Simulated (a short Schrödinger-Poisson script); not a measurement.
Stack: gated Al0.4Ga0.6N/GaN polarisation-induced gas, at 20 K.

```csv
layer,material,thickness (nm),Na (cm⁻³)
1,Al0.4Ga0.6N,25,-
2,GaN,6000,4e15
```

The device is made up for the run: typed textbook-type constants, with dimensions and the other settings drawn at random. Al0.4Ga0.6N: permittivity 9.26, conduction-band edge (eV) 0.58, gap (eV) 4.258, electron mass (mₑ) 0.248, Nv at 300 K (cm⁻³) 4.6e19. GaN: permittivity 9.5, conduction-band edge (eV) 0, gap (eV) 3.43, Nv at 300 K (cm⁻³) 4.6e19.

Channel valleys (confinement mass, in-plane density-of-states mass, number): Γ 0.2, 0.2, 1. At the gate the conduction-band edge of layer 1 lies 1.36 eV − eVg above the Fermi level of the channel; the field vanishes at the back. Sheet of polarisation charge: +2e13 e/cm² at 25 nm from the gate. The barrier under the gate holds no holes. Gaps are held at their typed values at every temperature. Mesh 0.08 nm at interfaces.

From a short Schrödinger-Poisson script (our own, NumPy): 1D Poisson equation in equilibrium, electrons quantum, Hartree plus LDA exchange-correlation (BenDaniel-Duke, 40 states a valley, the channel's in-plane mass for all, wave functions free to enter the barrier), parabolic valleys, classical holes, full ionisation, no traps, pinning or gate leakage.

Only gate voltages with over 1e8 electrons/cm² are shown.

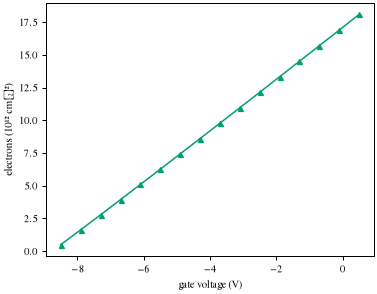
Figure: Sheet density against gate voltage

| Vg (V) | electrons (cm⁻²) | in the channel layer | C (μF/cm²) | Γ E0 (meV) | Γ E1 (meV) |
|---|---|---|---|---|---|
| 0.5 | 1.81e13 | 1.65e13 | 0.319 | -196.6 | -19.9 |
| -0.1 | 1.69e13 | 1.55e13 | 0.319 | -185.3 | -16.9 |
| -0.7 | 1.57e13 | 1.46e13 | 0.318 | -173.8 | -14.1 |
| -1.3 | 1.45e13 | 1.36e13 | 0.317 | -162.2 | -11.4 |
| -1.9 | 1.33e13 | 1.25e13 | 0.317 | -150.6 | -8.9 |
| -2.5 | 1.21e13 | 1.15e13 | 0.316 | -138.8 | -6.4 |
| -3.1 | 1.10e13 | 1.04e13 | 0.315 | -127.0 | -4.0 |
| -3.7 | 9.78e12 | 9.37e12 | 0.315 | -115.0 | -1.4 |
| -4.3 | 8.60e12 | 8.29e12 | 0.313 | -102.7 | 2.7 |
| -4.9 | 7.43e12 | 7.20e12 | 0.312 | -88.9 | 10.3 |
| -5.5 | 6.26e12 | 6.10e12 | 0.312 | -75.0 | 18.0 |
| -6.1 | 5.10e12 | 4.99e12 | 0.310 | -61.0 | 25.2 |
| -6.7 | 3.94e12 | 3.87e12 | 0.309 | -47.2 | 31.6 |
| -7.3 | 2.78e12 | 2.75e12 | 0.307 | -33.3 | 37.2 |
| -7.9 | 1.64e12 | 1.62e12 | 0.305 | -19.6 | 41.4 |
| -8.5 | 5.02e11 | 5.00e11 | 0.301 | -6.0 | 42.7 |

Subbands count from the Fermi level.
